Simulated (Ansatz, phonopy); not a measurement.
# Quasi-harmonic thermodynamics of CsH (Fm-3m), part 3 of 3

How much does CsH expand with temperature?

Ansatz 0.2.0; DFT LDA, scalar-relativistic, plane waves, PAW.

So far, principal linear expansion coefficients at 298 K (× 1e-6/K): step 7 (the quasi-harmonic study, q-mesh 2×2×2) 31.5. The relaxed cell has a = 6.097 Å (conventional setting).

The database entry behind the starting cell differs from later determinations by our own check (0.1 to 0.3 % short, probably kX units), so it need not match the best structure at ambient conditions.

## Step 9: The quasi-harmonic study, q-mesh 4×4×4

The study relaxes the crystal at several strains, solves the phonons on some of them and minimises the free energy at each temperature (static energy, vibrations, the electrons in a metal, and PV under a set pressure); the q-mesh sets how far the force constants reach.

This step: DFT LDA, scalar-relativistic, plane waves, PAW (Ansatz 0.2.0).

input.yaml

```yaml
crystal:
  lattice:
    - [0.0, 3.0486175218, 3.0486175218]
    - [3.0486175218, 0.0, 3.0486175218]
    - [3.0486175218, 3.0486175218, 0.0]
  atoms:
    - { symbol: Cs, position: [0.0, 0.0, 0.0] }
    - { symbol: H, position: [0.5, 0.5, 0.5] }
kpoints:
  mp_grid: { grid: [8, 8, 8] }
hamiltonian:
  xc: lda
scf:
  occupations: { method: fixed }
output:
  eigenvalues: true
phonons:
  method: dfpt
  qmesh: [4, 4, 4]
  temperatures: { t_max: 500.0, t_step: 25 }
  thermal_expansion: {}
```

Command:

```
$ ansatz run input.yaml --threads 2 --pin off --max-ram 5120MiB --backend cpu --events-out ev --progress --plain --runs-dir out
```

Numbers of over 12 decimals in the logs are rounded to 6 here.

What it wrote:

```text
[...]
Crystal: 2 atoms, lattice volume = 56.668 Å³
Basis set: ecut = 487.2 eV, 1411 PW (Γ), exchange–correlation on 64×64×64 points (8 copies of the dense FFT grid, shifted against one another)
Bands: 9, of which v1, the nominal top of the filled ones, is band 5 counted from 1 (4 counted from 0)
Symmetry: 48 space group operations
[...]
k-points: 29 of 512
[...]
SCF iter   1: F=—  HF=-5520.940797 eV  |F-HF|=—  |Δ(HF+E_count)|=         —  Δρ=8.00e-3  dr2=3.69e-2  ethr=1.77e-3  ⟨swp⟩=4.1  Hψ=1661  notcnv=0  defer=51
[...]
SCF iter   7: F=-5520.927616 eV  HF=-5520.927616 eV  |F-HF|=9.09e-13  |Δ(HF+E_count)|=  9.73e-11  Δρ=1.04e-7  dr2=3.60e-12  ethr=1.00e-12  ⟨swp⟩=8.1  Hψ=1780  notcnv=0
SCF 1 converged in 7 iterations: F = -5520.927616 eV  dr2 = 3.60e-12
[...]
relax step   1: F+E_penalty+E_count = -5520.92761637 eV  Δ(F+E_penalty+E_count) = +0.000e0 eV  max|allowed force component| = 4.503e-30 eV/Å  Δτ_max = 0.0000 Å  (7 SCF iters, accepted)
SCF converged after 7 iterations
Free energy (F): -5520.927616 eV
[...]
Internal energy: -5520.927616 eV  (E = F + TS)
E sigma→0 (E₀):  -5520.927616 eV
Fermi energy:    4.248707 eV
[...]
--- Stress (GPa, compression-positive) ---
       -0.001407       0.000000      -0.000000
        0.000000      -0.001407       0.000000
       -0.000000      -0.000000      -0.001407
  P = ⅓ Tr σ = -0.0014 GPa (-0.014 kbar)
--- Band table (eV; the first three rows and the last of 29) ---
[...]
── thermal expansion: 3 new cells, 3 in all ──
thermal expansion: relaxation of cell 2
thermal expansion: relaxation of cell 3
── thermal expansion: 2 new cells, 5 in all ──
thermal expansion: relaxation of cell 4
thermal expansion: lower-state search of cell 4
thermal expansion: phonons of cell 4
thermal expansion: relaxation of cell 5
thermal expansion: phonons of cell 5
── thermal expansion: 7 new cells, 12 in all ──
thermal expansion: relaxation of cell 6
thermal expansion: relaxation of cell 7
thermal expansion: relaxation of cell 8
thermal expansion: relaxation of cell 9
thermal expansion: relaxation of cell 10
thermal expansion: relaxation of cell 11
thermal expansion: relaxation of cell 12
thermal expansion: phonons of cell 6
thermal expansion: phonons of cell 7
thermal expansion: phonons of cell 8
thermal expansion: phonons of cell 9
--- Relaxed structure (1 steps of the walk, 1 accepted, 0 SCFs on fresh bases) ---
  F+E_penalty+E_count = -5520.92761637 eV   max|allowed force component| = 4.503e-30 eV/Å
  atoms:
    - { symbol: Cs, position: [0.0, 0.0, 0.0] }
    - { symbol: H, position: [0.500000, 0.500000, 0.500000] }
--- Thermal expansion: 12 cells in 3 rounds, 0 GPa ---
  no lower state was reached at cell 4
  without vibrations: a 4.31123, b 4.31123, c 4.31123 Å, V 56.6617 Å³, B 11.95 GPa
  at 0 K: a 4.35955, b 4.35955, c 4.35955 Å, V 58.5881 Å³, B 11.07 GPa
  zero-point expansion: a +1.121, b +1.121, c +1.121, V +3.400 %
[...]
0.00    4.35955    4.35955    4.35955    58.5881 |    0.00    0.00    0.00    0.00 |   52.98 |     0.000     0.000 |    11.07    11.07
    50.00    4.36071    4.36071    4.36071    58.6349 |    9.51    9.51    9.51   28.53 |   60.49 |    21.817    21.801 |    10.97    10.97
   100.00    4.36303    4.36303    4.36303    58.7285 |   11.91   11.91   11.91   35.74 |   67.82 |    24.948    24.900 |    10.78    10.80
   150.00    4.36612    4.36612    4.36612    58.8533 |   16.81   16.81   16.81   50.44 |   76.55 |    28.829    28.686 |    10.55    10.60
   200.00    4.37046    4.37046    4.37046    59.0291 |   22.98   22.98   22.98   68.93 |   85.47 |    33.427    33.081 |    10.27    10.37
   250.00    4.37613    4.37613    4.37613    59.2593 |   28.82   28.82   28.82   86.45 |   93.90 |    37.521    36.858 |     9.95    10.13
   298.15    4.38275    4.38275    4.38275    59.5285 |   33.83   33.83   33.83  101.48 |       - |    40.734    39.675 |     9.62     9.88
   325.00    4.38688    4.38688    4.38688    59.6971 |   36.40   36.40   36.40  109.21 |  105.53 |    42.249    40.935 |     9.43     9.73
   375.00    4.39538    4.39538    4.39538    60.0446 |   40.93   40.93   40.93  122.78 |  112.81 |    44.661    42.809 |     9.06     9.45
   425.00    4.40486    4.40486    4.40486    60.4341 |   45.29   45.29   45.29  135.88 |  119.94 |    46.690    44.212 |     8.68     9.16
   475.00    4.41534    4.41534    4.41534    60.8662 |   49.72   49.72   49.72  149.17 |  127.07 |    48.481    45.277 |     8.27     8.86
   500.00    4.42095    4.42095    4.42095    61.0989 |   52.02   52.02   52.02  156.07 |  130.69 |    49.326    45.713 |     8.06     8.70
[...]
vibrations' free energy: its fit leaves 0.0000 meV an atom at the most
  the electrons' free energy at temperature is not in it: every band gap is over 0.52 eV
  free energies summed between the sampled wave vectors
[...]
the FFT grids of the static calculations differ: 32 × 32 × 32, 36 × 36 × 36
  band gaps on the cells' k-points are 1.697 to 1.927 eV
```

It took 19 min on 2 threads of Arm Neoverse V2, shared host; peak memory 1.1 GiB.

This step gave:

- volume expansion coefficient at 298 K: 101.5 1e-6/K
- C_P at 298 K: 20.37 J/mol-atom/K
- entropy at 298 K: 36.27 J/mol-atom/K
- isothermal bulk modulus at 298 K: 9.621 GPa
- Grüneisen parameter at 298 K: 0.8823
- volume at 298 K: 29.76 Å³/atom
- principal linear expansion coefficients at 298 K: 33.83, 33.83, 33.83 1e-6/K

Strained cells of the study; zero-point energy where phonons were solved; the pressures are stresses at a fixed cutoff and can carry an offset from the finite basis. Expansion cells, by row:

```csv
cell,|a| (Å),|b| (Å),|c| (Å),V (Å³/atom),E - E_lowest (meV/atom),"pressure, compression positive (GPa)",gap (eV),zero-point energy (meV/atom)
1,4.311,4.311,4.311,28.33,0,-0.008,1.751,-
2,4.346,4.346,4.346,29.02,0.601,-0.281,1.792,-
3,4.277,4.277,4.277,27.66,0.606,0.29,1.708,-
4,4.311,4.311,4.311,28.34,0,-0.009,1.751,56.92
5,4.333,4.333,4.333,28.76,0.24,-0.182,1.777,55.88
6,4.364,4.364,4.364,29.37,1.355,-0.411,1.812,54.43
7,4.39,4.39,4.39,29.91,3.008,-0.592,1.84,53.2
8,4.416,4.416,4.416,30.45,5.286,-0.761,1.868,51.97
9,4.443,4.443,4.443,31,8.169,-0.919,1.894,50.76
10,4.269,4.269,4.269,27.5,0.952,0.369,1.697,-
11,4.29,4.29,4.29,27.91,0.234,0.175,1.724,-
12,4.478,4.478,4.478,31.75,12.9,-1.111,1.927,-
```

Quasi-harmonic; a, b, c are the run's own cell vectors. Expansion, by row:

```csv
T (K),a (Å),b (Å),c (Å),alpha (deg),beta (deg),gamma (deg),cell volume (Å³/cell),alpha_a (1e-6/K),alpha_b (1e-6/K),alpha_c (1e-6/K),alpha_V (1e-6/K),C_P (J/mol-atom/K),C_V (J/mol-atom/K),S (J/mol-atom/K),B_T (GPa),B_S (GPa),Grueneisen,extrapolation,fit error (1e-6/K)
0,4.36,4.36,4.36,60,60,60,58.59,0,0,0,0,0,0,0,11.07,11.07,-,0,0
25,4.36,4.36,4.36,60,60,60,58.6,6.34,6.34,6.34,19.02,7.584,7.582,4.333,11.05,11.05,0.489,0,0.01
50,4.361,4.361,4.361,60,60,60,58.63,9.51,9.51,9.51,28.53,10.91,10.9,10.9,10.97,10.97,0.507,0,0.01
75,4.362,4.362,4.362,60,60,60,58.68,10.59,10.59,10.59,31.78,11.81,11.8,15.53,10.88,10.89,0.518,0,0.01
100,4.363,4.363,4.363,60,60,60,58.73,11.91,11.91,11.91,35.74,12.47,12.45,19.01,10.78,10.8,0.547,0,0.01
125,4.364,4.364,4.364,60,60,60,58.79,14.04,14.04,14.04,42.13,13.34,13.3,21.88,10.67,10.7,0.598,0,0.01
150,4.366,4.366,4.366,60,60,60,58.85,16.81,16.81,16.81,50.44,14.41,14.34,24.41,10.55,10.6,0.657,0,0.01
175,4.368,4.368,4.368,60,60,60,58.93,19.88,19.88,19.88,59.63,15.57,15.46,26.72,10.41,10.49,0.713,0,0.02
200,4.37,4.37,4.37,60,60,60,59.03,22.98,22.98,22.98,68.93,16.71,16.54,28.87,10.27,10.37,0.761,0,0.03
225,4.373,4.373,4.373,60,60,60,59.14,25.98,25.98,25.98,77.93,17.79,17.54,30.9,10.11,10.25,0.8,0,0.04
250,4.376,4.376,4.376,60,60,60,59.26,28.82,28.82,28.82,86.45,18.76,18.43,32.83,9.95,10.13,0.833,0,0.05
275,4.379,4.379,4.379,60,60,60,59.39,31.49,31.49,31.49,94.47,19.64,19.21,34.66,9.78,10,0.86,0,0.05
298.1,4.383,4.383,4.383,60,60,60,59.53,33.83,33.83,33.83,101.5,20.37,19.84,36.27,9.62,9.88,0.882,0,0.06
300,4.383,4.383,4.383,60,60,60,59.54,34.01,34.01,34.01,102,20.42,19.88,36.4,9.61,9.87,0.884,0,0.06
325,4.387,4.387,4.387,60,60,60,59.7,36.4,36.4,36.4,109.2,21.12,20.47,38.06,9.43,9.73,0.904,0,0.05
350,4.391,4.391,4.391,60,60,60,59.87,38.7,38.7,38.7,116.1,21.76,20.97,39.65,9.25,9.59,0.923,0,0.05
375,4.395,4.395,4.395,60,60,60,60.04,40.93,40.93,40.93,122.8,22.33,21.41,41.17,9.06,9.45,0.94,0,0.08
400,4.4,4.4,4.4,60,60,60,60.23,43.12,43.12,43.12,129.3,22.86,21.78,42.63,8.87,9.31,0.955,0,0.12
425,4.405,4.405,4.405,60,60,60,60.43,45.29,45.29,45.29,135.9,23.34,22.11,44.03,8.68,9.16,0.97,0,0.16
450,4.41,4.41,4.41,60,60,60,60.64,47.49,47.49,47.49,142.5,23.8,22.39,45.38,8.48,9.01,0.985,0,0.19
475,4.415,4.415,4.415,60,60,60,60.87,49.72,49.72,49.72,149.2,24.24,22.64,46.68,8.27,8.86,0.999,0,0.19
500,4.421,4.421,4.421,60,60,60,61.1,52.02,52.02,52.02,156.1,24.66,22.86,47.93,8.06,8.7,1.013,0,0.18
```

Expansion coefficient against temperature; values in 1e-6/K:

```csv
temperature (K),volume,principal 1
0,0,0
25,19.0,6.34
50,28.5,9.51
75,31.8,10.6
100,35.7,11.9
125,42.1,14.0
150,50.4,16.8
175,59.6,19.9
200,68.9,23.0
225,77.9,26.0
250,86.5,28.8
275,94.5,31.5
298,101,33.8
300,102,34.0
325,109,36.4
350,116,38.7
375,123,40.9
400,129,43.1
425,136,45.3
450,142,47.5
475,149,49.7
500,156,52.0
```

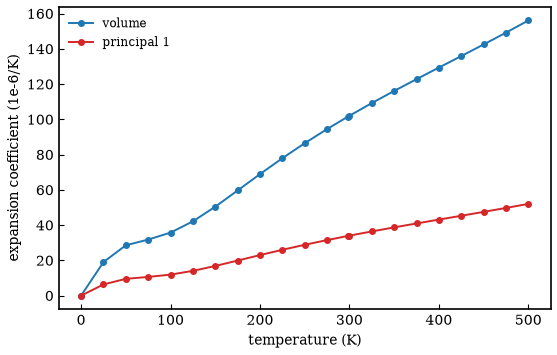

Expansion coefficient against temperature.

Changing the q-mesh (2×2×2 → 4×4×4) takes the volume expansion at 298 K from 94.4 to 101 × 10⁻⁶/K and B_T from 9.57 to 9.62 GPa.

## Step 10: Free-energy fit

This step: DFT LDA, scalar-relativistic, plane waves, PAW (phonopy 4.10.0).

This step gave:

| Property | Result |
| --- | --- |
| volume expansion coefficient at 300 K | 102.1 1e-6/K |
| isothermal bulk modulus at 300 K | 9.6 GPa |
| C_P at 300 K | 20.43 J/mol-atom/K |
| Grüneisen parameter at 300 K | 0.884 |

Energy (each curve on its own zero) against volume; values in meV/atom:

```csv
volume (Å³/atom),static,F at 0 K,F at 300 K,F at 500 K
28.34,0,3.06,4.36,6.08
28.76,0.24,2.26,3.19,4.39
29.37,1.35,1.92,2.27,2.68
29.91,3.01,2.35,2.13,1.81
30.45,5.29,3.4,2.56,1.47
31.00,8.17,5.07,3.54,1.62
```

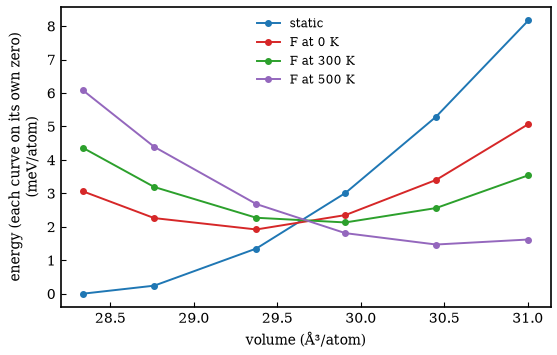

Energy (each curve on its own zero), plotted against volume.

Phonopy-qha, vinet fit of F(V) at each temperature. Qha vinet, by row:

```csv
T (K),fitted volume (Å³/atom),alpha_V (1e-6/K),B_T (GPa),C_P (J/mol-atom/K),Grueneisen
75,29.34,31.9,10.88,11.99,0.5195
100,29.36,36.14,10.78,12.6,0.5533
125,29.39,42.44,10.67,13.42,0.6026
150,29.43,50.57,10.55,14.46,0.659
175,29.47,59.65,10.41,15.6,0.7129
200,29.51,68.9,10.26,16.73,0.7599
225,29.57,77.89,10.11,17.79,0.7993
250,29.63,86.42,9.94,18.77,0.8321
275,29.7,94.47,9.78,19.64,0.8598
300,29.77,102.1,9.6,20.43,0.8835
325,29.85,109.3,9.42,21.13,0.9043
350,29.93,116.2,9.24,21.76,0.9229
375,30.02,122.9,9.05,22.34,0.9399
400,30.12,129.5,8.87,22.86,0.9558
425,30.22,136,8.67,23.35,0.9708
450,30.32,142.5,8.48,23.81,0.9853
475,30.43,149.1,8.28,24.25,0.9994
```

Volume expansion coefficient against temperature; values in 1e-6/K:

```csv
temperature (K),"phonopy-qha, Vinet",Ansatz's own study
75,31.9,31.8
100,36.1,35.7
125,42.4,42.1
150,50.6,50.4
175,59.6,59.6
200,68.9,68.9
225,77.9,77.9
250,86.4,86.5
275,94.5,94.5
300,102,102
325,109,109
350,116,116
375,123,123
400,129,129
425,136,136
450,142,142
475,149,149
```

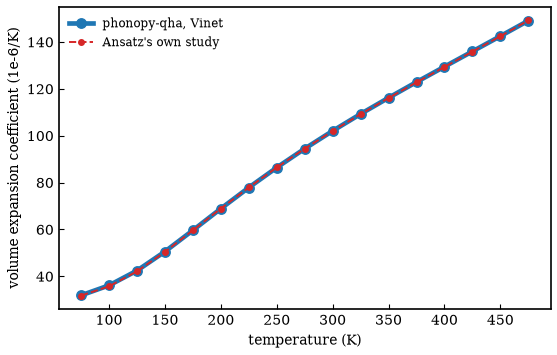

Volume expansion coefficient, plotted against temperature.

The fit gives a volume expansion of 102 × 10⁻⁶/K at 300 K, against 101 at 298 K from the study itself, whose static fit uses more cells.

## Step 11: Outcome

- settings of these figures: LDA, 487.2 eV, k 8×8×8, q 4×4×4
- volume expansion coefficient at 298 K: 101.5 1e-6/K
- C_P at 298 K: 20.37 J/mol-atom/K
- entropy at 298 K: 36.27 J/mol-atom/K
- isothermal bulk modulus at 298 K: 9.621 GPa
- Grüneisen parameter at 298 K: 0.8823
- volume at 298 K: 29.76 Å³/atom
- principal linear expansion coefficients at 298 K: 33.83, 33.83, 33.83 1e-6/K

In words: Near room temperature CsH expands by 101 × 10⁻⁶/K in volume by LDA, with C_P = 20.4 J/(mol K) per mole of atoms and B_T = 9.62 GPa. C_P at room temperature is 82 % of the classical 3R an atom; C_V is 80 %, and the rest is expansion work. Changing the q-mesh moves the volume expansion at 298 K between 94.4 and 101 × 10⁻⁶/K, while the CPU time spans a factor of 5.3. The PAW files were made for PBE and are used here under another functional, for which the program regenerates the frozen cores. The cell of these runs is 13 % smaller in volume than the database cell; frequencies and all that rests on them shift with it.

[Logs are printed without paths, hosts, clocks, repeated set-up lines and the standing remarks that a program may print on its own settings, such as how far it seeks lower states.]

[Hosts, paths, dates, database ids (printed as entryN), source tags and the programs' standing remarks are cut or masked in the printed files.]

[A step with changed settings may run another functional than the one named; its input shows which.]
